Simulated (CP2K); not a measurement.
# TaN3H6S (TaS(NH2)3), run twice

Wanted: energy and gradient of TaN3H6S (TaS(NH2)3), GFN1-xTB.

Program for the calculation: CP2K 2026.2.

5 further runs of the same task are left out: 5 set aside as unsound or not needed.

### Step 1. The molecule

TaN3H6S: 11 atoms, total charge 0, spin state singlet. SMILES: `[NH2][Ta]([NH2])([NH2])=[S]`. Geometry: a GFN2-xTB relaxation, a rough one for these elements and not checked as a minimum. This is one conformer, not always the lowest.

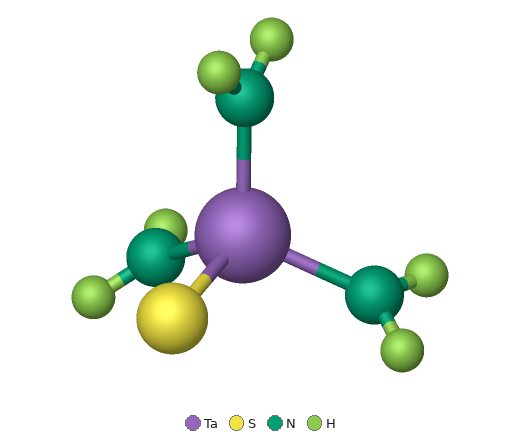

Viewed from a chosen angle; tantalum purple, sulfur yellow, nitrogen teal, hydrogen green.

### Step 2. First attempt

File molecule.xyz:

```xyz
11

Ta     0.003490     0.000610     0.284220
S      0.022390     0.015900     2.525820
N      1.928630    -0.018780    -0.226420
H      2.295420    -0.032080    -1.173260
H      2.725940    -0.015350     0.401990
N     -0.950770     1.677430    -0.211430
H     -1.335050     2.370160     0.423710
H     -1.144130     1.998120    -1.155710
N     -0.982620    -1.663480    -0.190880
H     -1.177480    -1.994810    -1.130920
H     -1.385800    -2.337730     0.452870
```

File qs.inp:

```
&global
   project qs
   run_type ENERGY_FORCE
   print_level MEDIUM
&end global

&force_eval
   method QS
   &dft
      charge 0
      multiplicity 1
      &qs
         method B3LYP
         eps_default 1.0E-10
         &xtb
            gfn_type TBLITE
            &tblite
               method GFN1
            &end tblite
            check_atomic_charges F
         &end xtb
      &end qs
      &poisson
         periodic NONE
         poisson_solver ANALYTIC
      &end poisson
      &scf
         scf_guess ATOMIC
         eps_scf 1.0E-06
         max_scf 150
         added_mos 4
         &diagonalization
            algorithm STANDARD
         &end diagonalization
         &mixing
            method DIRECT_P_MIXING
            alpha 0.4
         &end mixing
         &smear ON
            method FERMI_DIRAC
            electronic_temperature [K] 300
         &end smear
      &end scf
      &print
         &moments
            periodic F
            reference COM
            max_moment 1
         &end moments
         &mo ON
            energies T
            occupation_numbers T
            ndigits 6
            &each
               qs_scf 0
            &end each
            add_last NUMERIC
         &end mo
         &hirshfeld OFF
         &end hirshfeld
      &end print
   &end dft
   &subsys
      &cell
         abc [angstrom] 20.1 20.7 19.7
         periodic NONE
      &end cell
      &topology
         coord_file_name molecule.xyz
         coord_file_format XYZ
         &center_coordinates
         &end center_coordinates
      &end topology
   &end subsys
   &print
      &forces ON
      &end forces
   &end print
&end force_eval
```

The run is started by

```console
$ OMP_NUM_THREADS=1 cp2k.psmp qs.inp > qs.out
```

The program printed:

```text
*******************************************************************************
 *   ___                                                                       *
 *  /   \                                                                      *
 * [ABORT]                                                                     *
 *  \___/                   invalid value for enumeration:B3LYP                *
 *    |                                                                        *
 *  O/|                                                                        *
 * /| |                                                                        *
 * / \                                     input/input_enumeration_types.F:215 *
 *******************************************************************************

 ===== Routine Calling Stack =====

            6 val_create_parsing
            5 section_vals_parse
            4 section_vals_parse
            3 section_vals_parse
            2 section_vals_parse
            1 read_input
```

Wall time 0.85 s (1 thread of Intel Xeon Platinum 8488C (Sapphire Rapids), shared host); peak memory 0.16 GiB.

### Step 3. Reading the log

The input was rejected.

The log says `\___/                   invalid value for enumeration:B3LYP`. What is wrong: the keyword for the method is given a word that it doesn't take.

### Step 4. The mended input

molecule.xyz is that of step 2.

File gas.inp:

```
&GLOBAL
  PROJECT_NAME gas
  RUN_TYPE ENERGY_FORCE
  PRINT_LEVEL MEDIUM
&END GLOBAL
&FORCE_EVAL
  METHOD QUICKSTEP
  &DFT
    CHARGE 0
    MULTIPLICITY 1
    &QS
      METHOD XTB
      EPS_DEFAULT 1.0E-10
      &XTB
        GFN_TYPE TBLITE
        &TBLITE
          METHOD GFN1
        &END TBLITE
        CHECK_ATOMIC_CHARGES F
      &END XTB
    &END QS
    &POISSON
      PERIODIC NONE
      POISSON_SOLVER ANALYTIC
    &END POISSON
    &SCF
      SCF_GUESS ATOMIC
      EPS_SCF 1.0E-06
      MAX_SCF 150
      ADDED_MOS 4
      &DIAGONALIZATION
        ALGORITHM STANDARD
      &END DIAGONALIZATION
      &MIXING
        METHOD DIRECT_P_MIXING
        ALPHA 0.4
      &END MIXING
      &SMEAR ON
        METHOD FERMI_DIRAC
        ELECTRONIC_TEMPERATURE [K] 300
      &END SMEAR
    &END SCF
    &PRINT
      &MOMENTS
        PERIODIC F
        REFERENCE COM
        MAX_MOMENT 1
      &END MOMENTS
      &MO ON
        ENERGIES T
        OCCUPATION_NUMBERS T
        NDIGITS 6
        &EACH
          QS_SCF 0
        &END EACH
        ADD_LAST NUMERIC
      &END MO
      &HIRSHFELD OFF
      &END HIRSHFELD
    &END PRINT
  &END DFT
  # structure
  &SUBSYS
    &CELL
      ABC [angstrom] 20.1 20.7 19.7
      PERIODIC NONE
    &END CELL
    &TOPOLOGY
      COORD_FILE_NAME molecule.xyz
      COORD_FILE_FORMAT XYZ
      &CENTER_COORDINATES
      &END CENTER_COORDINATES
    &END TOPOLOGY
  &END SUBSYS
  # extra output
  &PRINT
    &FORCES ON
    &END FORCES
  &END PRINT
&END FORCE_EVAL
```

The run is started by

```console
$ OMP_NUM_THREADS=1 cp2k.psmp -i gas.inp -o gas.out
```

The program printed:

```text
CP2K| version string:                                       CP2K version 2026.2
[...]
 GLOBAL| Method name                                                        CP2K
[...]
 GLOBAL| Run type                                                   ENERGY_FORCE
[...]
                             - Atoms:                                         11
[...]
                             - Spherical basis functions:                     42
[...]
 Number of electrons:                                                         32
[...]
  *** SCF run converged in    14 steps ***
[...]
  Fermi energy:                                                -0.28416146346360
[...]
 TB_DIPOLE| Moment [Debye]         -0.02281615      -0.02129402      -2.81676998
 TB_DIPOLE| Derivative [a.u.]       0.00000000       0.00000000       0.00000000
[...]
 ENERGY| Total FORCE_EVAL ( QS ) energy [hartree]            -18.570553587310293
 FORCES| Atomic forces [hartree/bohr]
 FORCES|   Atom     x               y               z               |f|
 FORCES|      1  2.79261321E-04  2.18734493E-04  3.34127699E-02   3.34146529E-02
 FORCES|      2 -2.74931154E-04 -2.12075097E-04 -3.17762545E-02   3.17781515E-02
 FORCES|      3 -5.49157104E-03  4.16883945E-05 -1.59610345E-03   5.71897164E-03
 FORCES|      4 -2.26151667E-03  6.36167814E-05  2.99593752E-03   3.75421714E-03
 FORCES|      5 -4.50355297E-03 -1.27626930E-05 -1.84026886E-03   4.86505311E-03
 FORCES|      6  2.58943131E-03 -4.62547264E-03 -1.77947463E-03   5.59166179E-03
 FORCES|      7  2.23696244E-03 -3.98994610E-03 -2.01675080E-03   4.99909538E-03
 FORCES|      8  1.18589794E-03 -2.01723722E-03  3.25436575E-03   4.00830343E-03
 FORCES|      9  2.63549627E-03  4.47819082E-03 -1.50798081E-03   5.41054893E-03
 FORCES|     10  1.16585983E-03  1.99978879E-03  3.05811936E-03   3.83542414E-03
 FORCES|     11  2.43866273E-03  4.05547447E-03 -2.20435954E-03   5.22045497E-03
 FORCES| Sum    -3.90312782E-18  2.60208521E-17  2.19008839E-16
 FORCES| Total atomic force                                       2.20583750E-16
[...]
```

Run time: 0.97 s. Hardware: 1 thread of Intel Xeon Platinum 8488C (Sapphire Rapids), shared host; peak memory 0.19 GiB.

### Step 5. Summary of results

At GFN1-xTB:

```
                                 quantity         value
                             total energy  -18.57055 Eh
dipole moment (from atomic charges alone)        2.82 D
                              HOMO energy      -9.55 eV
                              LUMO energy      -6.84 eV
                            HOMO–LUMO gap       2.71 eV
                 largest force on an atom    1.718 eV/Å
```

What this shows: The dipole comes from point charges on the atoms alone, without atomic dipoles, so it is partial. The largest force is 1.72 eV/Å: the shape isn't a stationary point for this species at this level.
